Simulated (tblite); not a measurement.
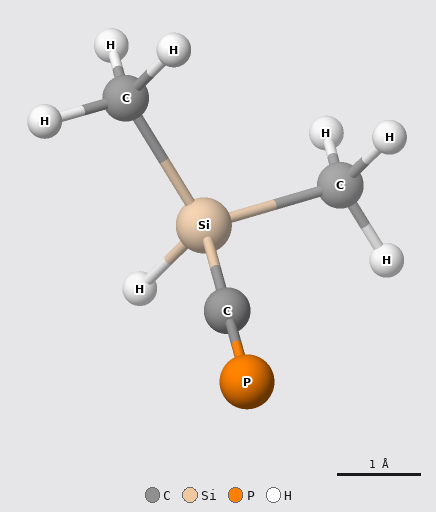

C3H7PSi, before the relaxation. The picture is a ball-and-stick view, seen from a free direction.

Computed with GFN2-xTB geometry optimisation, gas phase (tblite).

```xyz
12

C    -0.2998    1.5901    0.2812
Si    0.1935   -0.0044   -0.5406
C    -0.8476   -1.4053    0.1289
C     1.9424   -0.3403   -0.1700
P     3.4237   -0.6374    0.1615
H     0.3144    2.4195   -0.1107
H    -1.3740    1.8031    0.0531
H    -0.1652    1.5150    1.3841
H     0.0222    0.0970   -1.9844
H    -0.5590   -2.3547   -0.3530
H    -0.7227   -1.4856    1.2217
H    -1.9268   -1.1977   -0.0979
```

Q: What does the optimiser find from here?

A: The energy falls by 3.36 kcal/mol in 34 geometry steps. The largest move after the best rigid fit is that of H7, 0.084 Å. Largest moves by element: H 0.084 Å, C 0.040 Å, P 0.035 Å, Si 0.019 Å. Among the contacts that change: C1–Si2 1.860 → 1.901 Å, Si2–C4 1.819 → 1.853 Å, C1–H7 1.119 → 1.086 Å, Si2–C3 1.869 → 1.901 Å. Cost: 0.38 s on 1 thread of AMD EPYC (shared host).

The structure at the end:

```xyz
12

C    -0.3051    1.6302    0.2817
Si    0.1828   -0.0047   -0.5566
C    -0.8668   -1.4364    0.1238
C     1.9607   -0.3504   -0.1675
P     3.4589   -0.6421    0.1613
H     0.3011    2.4530   -0.0849
H    -1.3455    1.8744    0.0870
H    -0.1735    1.5796    1.3589
H     0.0425    0.0960   -2.0199
H    -0.5840   -2.3806   -0.3317
H    -0.7475   -1.5421    1.1984
H    -1.9225   -1.2775   -0.0766
```

After the run, drawn alike:

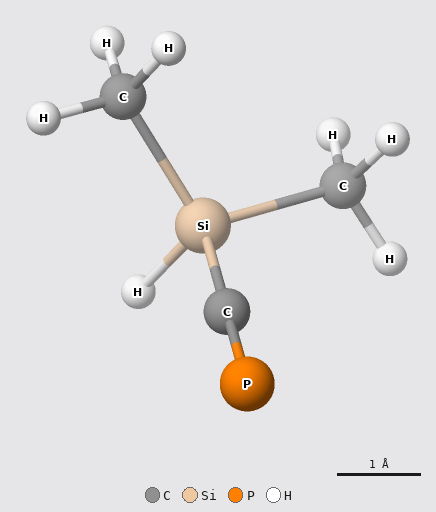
